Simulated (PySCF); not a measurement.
Geometry relaxation, with input and output: CH₁₀N₂OSi₂ (part 3 of 3)

The same run, continued: CH₁₀N₂OSi₂; PBE0-D3(BJ)/def2-SVP geometry optimisation, gas phase (PySCF 2.14.0). 

Geometry of the input (Å):
```
Si -0.6775  0.3472  -0.2311
N  0.8239  0.0442  -0.9997
Si 2.2455  -0.5893  -0.2998
C  -1.2797  -1.1216  0.7465
N  -0.7205  1.7079  0.8489
O  -1.6298  0.7583  -1.5278
H  0.8014  0.0639  -2.0024
H  2.1285  -1.9761  0.1440
H  2.5903  0.2374  0.9015
H  3.2985  -0.4934  -1.3111
H  -2.2494  -0.9135  1.2800
H  -0.5741  -1.4249  1.4968
H  -1.5136  -1.9630  0.0875
H  -0.2894  1.5935  1.7604
H  -0.4656  2.6049  0.4869
H  -2.4998  1.1127  -1.3585
```

**Trajectory as extended XYZ, continued**
```
16
Properties=species:S:1:pos:R:3:forces:R:3 step=25 energy=-21963.15372
Si   -0.6651    0.3172   -0.2506   -0.0366  -0.0739   0.0073
N     0.6392   -0.5288   -1.0135   -0.0041   0.0886  -0.0150
Si    2.2414   -0.6849   -0.3722    0.0732   0.0202   0.0361
C    -1.6594   -0.7151    0.9498   -0.0601  -0.0236  -0.0345
N    -0.0094    1.6145    0.6627    0.1311   0.0105  -0.0052
O    -1.5910    0.7546   -1.5714   -0.0511  -0.0079   0.0056
H     0.4828   -0.8050   -1.9781    0.0040  -0.0355   0.0140
H     2.9690   -1.7189   -1.1715   -0.0065  -0.0139   0.0161
H     2.1846   -1.1091    1.0607    0.0078  -0.0221  -0.0031
H     3.0676    0.5677   -0.4146   -0.0285   0.0028  -0.0265
H    -2.5356   -0.1747    1.3432    0.0074   0.0150   0.0161
H    -1.0404   -1.0232    1.8069    0.0085   0.0041  -0.0097
H    -2.0252   -1.6292    0.4570    0.0075   0.0097  -0.0072
H    -0.2368    1.8056    1.6286   -0.0441  -0.0086   0.0041
H     0.6486    2.2812    0.2781   -0.0240   0.0138  -0.0051
H    -2.4766    1.0735   -1.3782    0.0157   0.0208   0.0068
16
Properties=species:S:1:pos:R:3:forces:R:3 step=26 energy=-21963.15913
Si   -0.6600    0.2995   -0.2541    0.0095  -0.0257  -0.0310
N     0.6471   -0.5585   -0.9984   -0.0720   0.0726  -0.0039
Si    2.2626   -0.6594   -0.3738    0.0156   0.0356   0.0197
C    -1.7053   -0.7039    0.9278   -0.0177   0.0220   0.0292
N     0.0263    1.5617    0.6875    0.0868  -0.0136   0.0572
O    -1.5633    0.7785   -1.5773   -0.0292  -0.0400   0.0132
H     0.4781   -0.8834   -1.9453    0.0368  -0.0396   0.0067
H     3.0067   -1.6805   -1.1743   -0.0023  -0.0133   0.0131
H     2.2484   -1.0690    1.0644    0.0094  -0.0202  -0.0099
H     3.0397    0.6213   -0.4526   -0.0043   0.0002  -0.0133
H    -2.5694   -0.1303    1.3023    0.0053  -0.0078   0.0022
H    -1.1024   -1.0047    1.7991   -0.0079  -0.0208  -0.0046
H    -2.0886   -1.6196    0.4534    0.0091   0.0100  -0.0359
H    -0.2534    1.7634    1.6380   -0.0203   0.0102  -0.0093
H     0.6854    2.2391    0.3245   -0.0248   0.0084  -0.0300
H    -2.4579    1.0712   -1.3842    0.0058   0.0218  -0.0035
16
Properties=species:S:1:pos:R:3:forces:R:3 step=27 energy=-21963.16242
Si   -0.6580    0.2880   -0.2548   -0.0002   0.0184  -0.0561
N     0.6476   -0.5747   -0.9935   -0.0580   0.0474   0.0158
Si    2.2672   -0.6387   -0.3699   -0.0169   0.0218  -0.0034
C    -1.7235   -0.7048    0.9179    0.0203   0.0375   0.0514
N     0.0486    1.5364    0.6930    0.0417  -0.0487   0.0689
O    -1.5586    0.7835   -1.5743   -0.0097  -0.0389   0.0111
H     0.4795   -0.9316   -1.9290    0.0335  -0.0322   0.0122
H     3.0199   -1.6699   -1.1490    0.0065  -0.0080   0.0021
H     2.2703   -1.0197    1.0759    0.0061  -0.0093  -0.0090
H     3.0204    0.6526   -0.4893    0.0117  -0.0026   0.0005
H    -2.5777   -0.1176    1.2945    0.0038  -0.0169  -0.0065
H    -1.1266   -1.0196    1.7884   -0.0140  -0.0278  -0.0008
H    -2.1199   -1.6112    0.4368    0.0006   0.0061  -0.0348
H    -0.2480    1.7462    1.6368   -0.0050   0.0212  -0.0111
H     0.7011    2.2195    0.3294   -0.0216   0.0147  -0.0347
H    -2.4483    1.0871   -1.3758    0.0010   0.0172  -0.0057
16
Properties=species:S:1:pos:R:3:forces:R:3 step=28 energy=-21963.16617
Si   -0.6571    0.2782   -0.2506   -0.0078   0.0535  -0.0370
N     0.6487   -0.5894   -0.9781    0.0042   0.0035   0.0101
Si    2.2767   -0.6137   -0.3669   -0.0527  -0.0091  -0.0162
C    -1.7451   -0.7067    0.9080    0.0528   0.0246   0.0442
N     0.0752    1.5101    0.7025   -0.0026  -0.0568   0.0582
O    -1.5555    0.7874   -1.5669    0.0162  -0.0254   0.0052
H     0.4841   -0.9944   -1.8941    0.0074  -0.0217   0.0037
H     3.0302   -1.6590   -1.1271    0.0085   0.0059  -0.0121
H     2.3110   -0.9652    1.0852    0.0001   0.0078   0.0001
H     3.0083    0.6837   -0.5373    0.0169  -0.0021   0.0137
H    -2.5919   -0.1108    1.2867   -0.0029  -0.0153  -0.0098
H    -1.1619   -1.0492    1.7772   -0.0118  -0.0213  -0.0030
H    -2.1517   -1.5960    0.4040   -0.0143   0.0001  -0.0158
H    -0.2437    1.7409    1.6343    0.0013   0.0263  -0.0066
H     0.7066    2.2059    0.3258   -0.0150   0.0214  -0.0322
H    -2.4402    1.1037   -1.3657   -0.0004   0.0087  -0.0026
16
Properties=species:S:1:pos:R:3:forces:R:3 step=29 energy=-21963.16807
Si   -0.6558    0.2770   -0.2464   -0.0230   0.0388  -0.0137
N     0.6478   -0.5932   -0.9721    0.0381  -0.0067   0.0054
Si    2.2777   -0.6048   -0.3645   -0.0323  -0.0225  -0.0136
C    -1.7474   -0.7112    0.9060    0.0416   0.0023   0.0125
N     0.0875    1.5042    0.7059   -0.0013  -0.0381   0.0277
O    -1.5562    0.7890   -1.5599    0.0159  -0.0091  -0.0044
H     0.4863   -1.0215   -1.8779   -0.0147  -0.0071   0.0075
H     3.0318   -1.6511   -1.1237    0.0053   0.0100  -0.0127
H     2.3239   -0.9522    1.0881   -0.0035   0.0110   0.0035
H     3.0042    0.6938   -0.5456    0.0106  -0.0001   0.0141
H    -2.5935   -0.1179    1.2897   -0.0035  -0.0050  -0.0026
H    -1.1712   -1.0750    1.7709   -0.0019  -0.0089  -0.0027
H    -2.1577   -1.5882    0.3827   -0.0152  -0.0002   0.0019
H    -0.2411    1.7522    1.6300   -0.0036   0.0162  -0.0044
H     0.6955    2.2116    0.3115   -0.0126   0.0146  -0.0192
H    -2.4380    1.1128   -1.3579    0.0001   0.0047   0.0006
16
Properties=species:S:1:pos:R:3:forces:R:3 step=30 energy=-21963.16926
Si   -0.6558    0.2788   -0.2429   -0.0165   0.0131   0.0155
N     0.6485   -0.5909   -0.9674    0.0411  -0.0065  -0.0096
Si    2.2795   -0.6054   -0.3645   -0.0045  -0.0162  -0.0016
C    -1.7404   -0.7177    0.9086    0.0089  -0.0134  -0.0159
N     0.0872    1.5096    0.7058    0.0101  -0.0099   0.0026
O    -1.5587    0.7876   -1.5554    0.0091  -0.0013  -0.0097
H     0.4851   -1.0331   -1.8661   -0.0229  -0.0003   0.0023
H     3.0295   -1.6507   -1.1300   -0.0021   0.0089  -0.0062
H     2.3308   -0.9553    1.0874   -0.0037   0.0065   0.0046
H     3.0116    0.6905   -0.5436   -0.0021   0.0020   0.0086
H    -2.5859   -0.1298    1.3013   -0.0009   0.0042   0.0074
H    -1.1639   -1.0973    1.7662    0.0075   0.0037  -0.0026
H    -2.1556   -1.5857    0.3731   -0.0078   0.0004   0.0111
H    -0.2505    1.7710    1.6229   -0.0083   0.0054  -0.0037
H     0.6681    2.2302    0.2936   -0.0077   0.0028  -0.0033
H    -2.4356    1.1237   -1.3520    0.0000   0.0006   0.0005
16
Properties=species:S:1:pos:R:3:forces:R:3 step=31 energy=-21963.16968
Si   -0.6535    0.2793   -0.2418   -0.0230  -0.0228   0.0034
N     0.6492   -0.5921   -0.9669    0.0252   0.0050  -0.0059
Si    2.2792   -0.6037   -0.3628    0.0174  -0.0079   0.0043
C    -1.7401   -0.7185    0.9067   -0.0131  -0.0130  -0.0200
N     0.0963    1.5026    0.7111    0.0153   0.0237  -0.0013
O    -1.5530    0.7942   -1.5542   -0.0056   0.0028  -0.0057
H     0.4825   -1.0420   -1.8611   -0.0137   0.0047   0.0030
H     3.0366   -1.6270   -1.1504   -0.0005   0.0014   0.0011
H     2.3344   -0.9786    1.0829   -0.0011  -0.0014   0.0017
H     3.0019    0.7007   -0.5156   -0.0071   0.0005  -0.0001
H    -2.5854   -0.1308    1.3006    0.0047   0.0060   0.0103
H    -1.1643   -1.1010    1.7633    0.0098   0.0054  -0.0013
H    -2.1579   -1.5846    0.3700   -0.0006   0.0009   0.0089
H    -0.2568    1.7776    1.6185   -0.0149  -0.0055   0.0061
H     0.6603    2.2321    0.2905    0.0048  -0.0012  -0.0054
H    -2.4357    1.1171   -1.3540    0.0024   0.0014   0.0008
16
Properties=species:S:1:pos:R:3:forces:R:3 step=32 energy=-21963.16992
Si   -0.6561    0.2799   -0.2441    0.0042  -0.0064   0.0083
N     0.6502   -0.5850   -0.9724   -0.0108   0.0140  -0.0106
Si    2.2774   -0.6110   -0.3634    0.0209   0.0064   0.0116
C    -1.7223   -0.7275    0.9145   -0.0274  -0.0052  -0.0113
N     0.0786    1.5198    0.7000    0.0113   0.0015  -0.0100
O    -1.5626    0.7833   -1.5562   -0.0061  -0.0040  -0.0014
H     0.4795   -1.0286   -1.8692    0.0006   0.0011   0.0014
H     3.0308   -1.6424   -1.1439   -0.0039  -0.0024   0.0048
H     2.3178   -0.9792    1.0849    0.0030  -0.0070  -0.0023
H     3.0132    0.6862   -0.5139   -0.0076   0.0029  -0.0032
H    -2.5613   -0.1436    1.3273    0.0069   0.0044   0.0100
H    -1.1298   -1.1132    1.7584    0.0076   0.0058   0.0001
H    -2.1490   -1.5916    0.3819    0.0065   0.0026   0.0020
H    -0.2720    1.7903    1.6100   -0.0018  -0.0004  -0.0097
H     0.6325    2.2537    0.2731   -0.0023  -0.0097   0.0135
H    -2.4330    1.1345   -1.3500   -0.0010  -0.0035  -0.0034
16
Properties=species:S:1:pos:R:3:forces:R:3 step=33 energy=-21963.17013
Si   -0.6560    0.2789   -0.2446    0.0036  -0.0040  -0.0008
N     0.6511   -0.5859   -0.9715   -0.0075   0.0098  -0.0062
Si    2.2790   -0.6085   -0.3630    0.0061   0.0047   0.0054
C    -1.7272   -0.7248    0.9127   -0.0122  -0.0008  -0.0018
N     0.0823    1.5139    0.7029    0.0043   0.0013  -0.0001
O    -1.5601    0.7847   -1.5576   -0.0032  -0.0050   0.0014
H     0.4806   -1.0298   -1.8680    0.0033  -0.0017  -0.0007
H     3.0351   -1.6326   -1.1502   -0.0008  -0.0016   0.0028
H     2.3237   -0.9859    1.0827    0.0020  -0.0039  -0.0013
H     3.0076    0.6934   -0.5077   -0.0037   0.0009  -0.0016
H    -2.5659   -0.1383    1.3225    0.0046   0.0017   0.0053
H    -1.1355   -1.1060    1.7593    0.0035   0.0010  -0.0007
H    -2.1526   -1.5913    0.3833    0.0020   0.0011   0.0002
H    -0.2732    1.7861    1.6104   -0.0038   0.0019  -0.0028
H     0.6404    2.2465    0.2797    0.0024  -0.0033   0.0030
H    -2.4354    1.1250   -1.3539   -0.0006  -0.0022  -0.0019
```

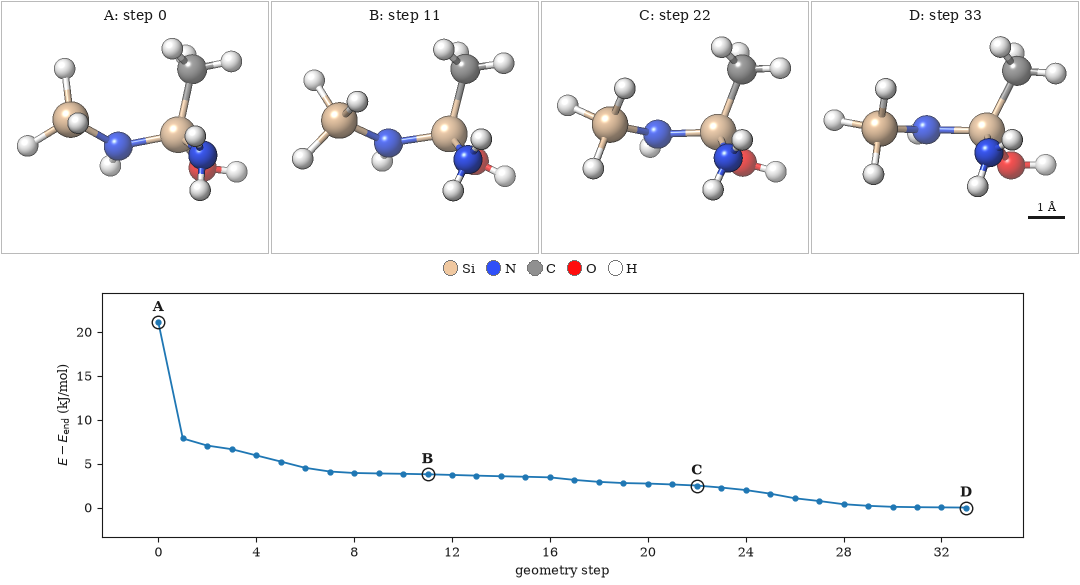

Figure 1. Frames of the relaxation (ball-and-stick view, seen at a tilt) above the curves, on which the letters mark them (steps are counted from 0).

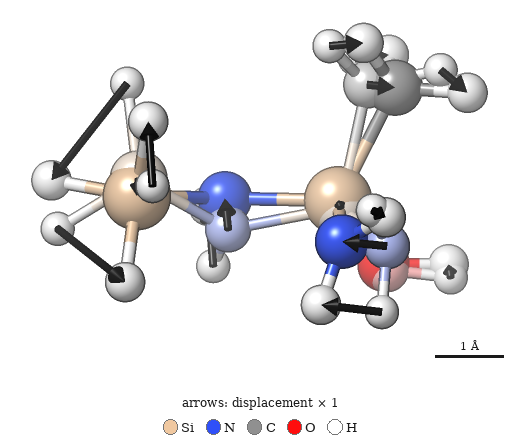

Figure 2. Start (faint) and end (solid) with the displacements as black arrows, at true length (ball-and-stick view, seen at a tilt). The two geometries are laid on each other by the best rigid fit. The largest move after the best rigid fit is that of H8, 1.85 Å. Largest moves by element: H 1.85 Å, N 0.67 Å, C 0.42 Å, Si 0.27 Å, O 0.10 Å. Among the contacts that change: Si3–H10 1.463 → 1.499 Å, N2–Si3 1.707 → 1.738 Å, C4–H12 1.074 → 1.101 Å, C4–H11 1.126 → 1.102 Å. Among the angles that change: N2–Si1–N5 116.0° → 105.4°, N5–Si1–O6 106.1° → 116.5°, N2–Si3–H10 107.0° → 114.2°. The energy falls by 21.1 kJ/mol in 33 geometry steps. Largest force component: 1.6 eV/Å at the start, 0.012 eV/Å at the end. (Atoms are counted from 1 in the order of the input.)

**Summary**

```json
{"quantity": "outcome", "value": "converged"}
{"quantity": "total energy", "value": "−807.131622 hartree"}
{"quantity": "dipole moment", "value": "2.42 D"}
{"quantity": "point group", "value": "C1"}
{"quantity": "hardware", "value": "1 CPU thread, shared host"}
{"quantity": "wall time", "value": "5.7 min"}
{"quantity": "peak memory", "value": "0.81 GiB"}
```
